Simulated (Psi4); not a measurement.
# BCl (SMILES [B]Cl) at wB97X/def2-TZVPPD

What is the vertical electron affinity of BCl at wB97X/def2-TZVPPD? 

The results are computed with Psi4 1.11.

## (1) Starting point

The species is BCl (2 atoms), meant as a singlet with charge 0. SMILES: `[B]Cl`. The coordinates come from a PBE0-D4/def2-TZVP relaxation.

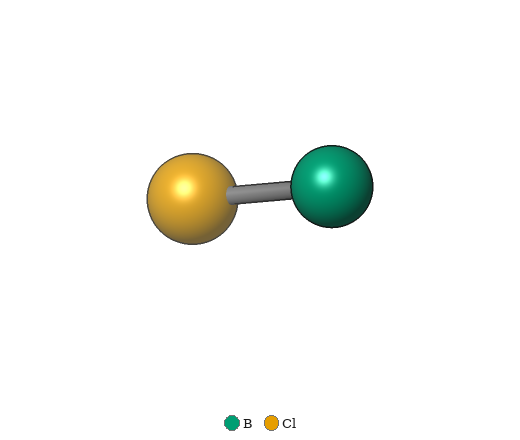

Viewed from a chosen angle; boron teal, chlorine amber.

## (2) A single-point energy at wB97X/def2-TZVPPD

bcl.json

```json
{
 "schema_name": "qcschema_input",
 "schema_version": 1,
 "molecule": {
  "schema_name": "qcschema_molecule",
  "schema_version": 2,
  "symbols": ["B", "Cl"],
  "geometry": [0.0, 0.0, -0.13163832, 0.0, 0.0, 3.1146277],
  "molecular_charge": 0,
  "molecular_multiplicity": 1,
  "fix_symmetry": "c1",
  "fix_com": true,
  "fix_orientation": true
 },
 "driver": "energy",
 "model": {
  "method": "wb97x",
  "basis": "def2-TZVPPD"
 },
 "keywords": {
  "puream": true,
  "e_convergence": 1e-09,
  "d_convergence": 1e-08,
  "scf_type": "pk",
  "dft_radial_points": 99,
  "dft_spherical_points": 590,
  "scf_properties": ["QUADRUPOLE", "MULLIKEN_CHARGES", "MAYER_INDICES"]
 }
}
```

Command:

```console
$ psi4 --qcschema bcl.json -n 1 --memory 2200MB
```

stdout:

```text
[...]
  Running in c1 symmetry.
[...]
  Nuclear repulsion =   26.183929313346905
[...]
  Multiplicity = 1
[...]
  Nalpha       = 11
  Nbeta        = 11
[...]
    Number of basis functions: 88
[...]
   @RKS iter   1:  -484.98065744443829   -4.42495e-01   2.52913e-03 ADIIS/DIIS
[...]
   @RKS iter  10:  -484.99221031910736   -2.13731e-11   7.20775e-09 DIIS
[...]
    Orbital Energies [Eh]
    ---------------------
    Doubly Occupied:
       1A   -101.542662     2A     -9.594895     3A     -7.351386
       4A     -7.348479     5A     -7.348479     6A     -6.953408
       7A     -1.016753     8A     -0.622729     9A     -0.497450
      10A     -0.497450    11A     -0.364977
[...]
  @RKS Final Energy:  -484.99221031910736
   => Energetics <=
    Nuclear Repulsion Energy =             26.1839293133469049
    One-Electron Energy =                -719.5219998242016572
    Two-Electron Energy =                 232.6642319838314847
    DFT Exchange-Correlation Energy =     -24.3183717920840685
    Empirical Dispersion Energy =           0.0000000000000000
    VV10 Nonlocal Energy =                  0.0000000000000000
    Total Energy =                       -484.9922103191073575
[...]
 Multipole Moments:
 ------------------------------------------------------------------------------------
     Multipole            Electronic (a.u.)      Nuclear  (a.u.)        Total (a.u.)
 ------------------------------------------------------------------------------------
 L = 1.  Multiply by 2.5417464519 to convert [e a0] to [Debye]
 Dipole X            :          0.0000000            0.0000000            0.0000000
 Dipole Y            :          0.0000000            0.0000000            0.0000000
 Dipole Z            :        -51.6624454           52.2904793            0.6280339
 Magnitude           :                                                    0.6280339
 L = 2.  Multiply by 1.3450342976 to convert [e a0^2] to [Debye ang]
 Quadrupole XX       :        -13.7726168            0.0000000          -13.7726168
 Quadrupole XY       :         -0.0000000            0.0000000           -0.0000000
[...]
  Mulliken Charges: (a.u.)
   Center  Symbol    Alpha    Beta     Spin     Total
       1     B     2.46192  2.46192  0.00000  0.07616
       2    CL     8.53808  8.53808  0.00000 -0.07616
   Total alpha = 11.00000, Total beta = 11.00000, Total charge = -0.00000
  Mayer Bond Indices:
[...]
```

The result, in JSON:

```text
{
 "driver": "energy",
 "model": {
  "method": "wb97x",
  "basis": "def2-TZVPPD"
 },
 "success": true,
 "return_result": -484.99221031910736,
 "properties": {
  "calcinfo_nbasis": 88,
  "calcinfo_nmo": 88,
  "calcinfo_nalpha": 11,
  "calcinfo_nbeta": 11,
  "calcinfo_natom": 2,
  "nuclear_repulsion_energy": 26.183929313346905,
  "return_energy": -484.99221031910736,
  "scf_one_electron_energy": -719.5219998242017,
  "scf_two_electron_energy": 232.66423198383148,
  "scf_xc_energy": -24.31837179208407,
  "scf_dipole_moment": [6.65796680193406e-11, 6.995330953428432e-10, 0.6280339450961776],
  "scf_total_energy": -484.99221031910736,
  "scf_iterations": 10
 }
}
```

Wall time 14 s (1 thread of Intel Xeon at 2.50GHz (Skylake/Cascade Lake), shared host); peak memory 0.64 GiB.

## (3) The doublet anion: energy and forces at U-wB97X/def2-TZVPPD

bcl.xyz

```xyz
2
BCl
B      0.000000     0.000000    -0.069660
Cl     0.000000     0.000000     1.648190
```

calc.py

```python
import psi4

psi4.set_memory('2200 MB')
psi4.set_num_threads(1)
psi4.set_output_file('psi4.out', False)

with open('bcl.xyz') as f:
    atoms = ''.join(f.readlines()[2:])
mol = psi4.geometry('-1 2\n' + atoms + 'symmetry c1\nno_reorient\nno_com')

psi4.set_options({
    'basis': 'def2-TZVPPD',
    'reference': 'uks',
    'puream': True,
    'e_convergence': 1e-09,
    'd_convergence': 1e-08,
    'scf_type': 'pk',
    'dft_radial_points': 99,
    'dft_spherical_points': 590,
    'maxiter': 100,
})

e_tot = psi4.gradient("wb97x", molecule=mol)
print('gradient / Eh bohr^-1')
print(e_tot.np.round(6))
for k, v in sorted(psi4.core.scalar_variables().items()):
    print(f'{k:45s} {v:18.10f}')
```

Command:

```console
$ python calc.py
```

psi4.out:

```text
[...]
  Running in c1 symmetry.
[...]
  Nuclear repulsion =   26.183929276100940
[...]
  Multiplicity = 2
[...]
  Nalpha       = 12
  Nbeta        = 11
[...]
    Number of basis functions: 88
[...]
   @UKS iter   1:  -484.90171806332478   -3.63555e-01   4.09105e-03 DIIS/ADIIS
[...]
   @UKS iter  13:  -484.98387547651993   -1.65414e-11   4.78918e-09 DIIS
[...]
   @S^2 Observed:                7.591936127E-01
[...]
    Orbital Energies [Eh]
    ---------------------
    Alpha Occupied:
       1A   -101.294577     2A     -9.346794     3A     -7.103446
       4A     -7.101202     5A     -7.099961     6A     -6.646457
       7A     -0.771419     8A     -0.381157     9A     -0.268334
      10A     -0.261393    11A     -0.121779    12A      0.002453
    Alpha Virtual:
      13A      0.186423    14A      0.216421    15A      0.216902
      16A      0.222445    17A      0.245952    18A      0.297241
      19A      0.336637    20A      0.338755    21A      0.374813
      22A      0.377630    23A      0.389744    24A      0.408689
      25A      0.447740    26A      0.449470    27A      0.458854
[...]
  @UKS Final Energy:  -484.98387547651993
   => Energetics <=
    Nuclear Repulsion Energy =             26.1839292761009403
    One-Electron Energy =                -725.0381853327683075
    Two-Electron Energy =                 238.2833110368449638
    DFT Exchange-Correlation Energy =     -24.4129304566974845
    Empirical Dispersion Energy =           0.0000000000000000
    VV10 Nonlocal Energy =                  0.0000000000000000
    Total Energy =                       -484.9838754765199269
[...]
 Multipole Moments:
 ------------------------------------------------------------------------------------
     Multipole            Electronic (a.u.)      Nuclear  (a.u.)        Total (a.u.)
 ------------------------------------------------------------------------------------
 L = 1.  Multiply by 2.5417464519 to convert [e a0] to [Debye]
 Dipole X            :         -0.0000000            0.0000000           -0.0000000
 Dipole Y            :          0.0000000            0.0000000            0.0000000
 Dipole Z            :        -52.1783901           52.2904793            0.1120893
 Magnitude           :                                                    0.1120893
[...]
  -Total Gradient:
     Atom            X                  Y                   Z
    ------   -----------------  -----------------  -----------------
       1       -0.000000000000     0.000000000011     0.046850170893
       2       -0.000000000000    -0.000000000011    -0.046820015847
[...]
```

The script printed:

```text
gradient / Eh bohr^-1
[[-0.       0.       0.04685]
 [-0.      -0.      -0.04682]]
CURRENT ENERGY                                   -484.9838754765
CURRENT REFERENCE ENERGY                         -484.9838754765
DD SOLVATION ENERGY                                 0.0000000000
DFT FUNCTIONAL TOTAL ENERGY                      -484.9838754765
DFT TOTAL ENERGY                                 -484.9838754765
DFT VV10 ENERGY                                     0.0000000000
DFT XC ENERGY                                     -24.4129304567
GRID ELECTRONS ALPHA                               12.0000000282
GRID ELECTRONS BETA                                11.0000000290
GRID ELECTRONS TOTAL                               23.0000000572
NUCLEAR REPULSION ENERGY                           26.1839292761
ONE-ELECTRON ENERGY                              -725.0381853328
PCM POLARIZATION ENERGY                             0.0000000000
PE ENERGY                                           0.0000000000
SCF ITERATION ENERGY                             -484.9838754765
SCF ITERATIONS                                     13.0000000000
SCF TOTAL ENERGY                                 -484.9838754765
TWO-ELECTRON ENERGY                               238.2833110368
XC GRID RADIAL POINTS                              99.0000000000
XC GRID SPHERICAL POINTS                          590.0000000000
XC GRID TOTAL POINTS                           113926.0000000000
```

Run time: 39 s. Hardware: 1 thread of Intel Xeon at 2.50GHz (Skylake/Cascade Lake), shared host; peak memory 0.64 GiB.

## (4) What came out

Level: wB97X/def2-TZVPPD.

```
                                         quantity          value
                        singlet BCl: total energy  -484.99221 Eh
                       singlet BCl: dipole moment         1.60 D
                         singlet BCl: HOMO energy       -9.93 eV
                         singlet BCl: LUMO energy        0.34 eV
                       singlet BCl: HOMO–LUMO gap       10.28 eV
                      doublet anion: total energy  -484.98388 Eh
doublet anion: HOMO energy (highest over α and β)        0.07 eV
 doublet anion: LUMO energy (lowest over α and β)        4.98 eV
                              doublet anion: ⟨S²⟩          0.759
          doublet anion: largest force on an atom     2.409 eV/Å
vertical electron affinity (to the doublet anion)      -0.227 eV
```

What this shows: The anion lies 0.23 eV (21.9 kJ/mol) above the neutral: the electron isn't bound at this level, and such a value depends on the basis. The HOMO (doublet anion) lies at positive energy, 0.07 eV; only total energies tell whether the electron is bound.
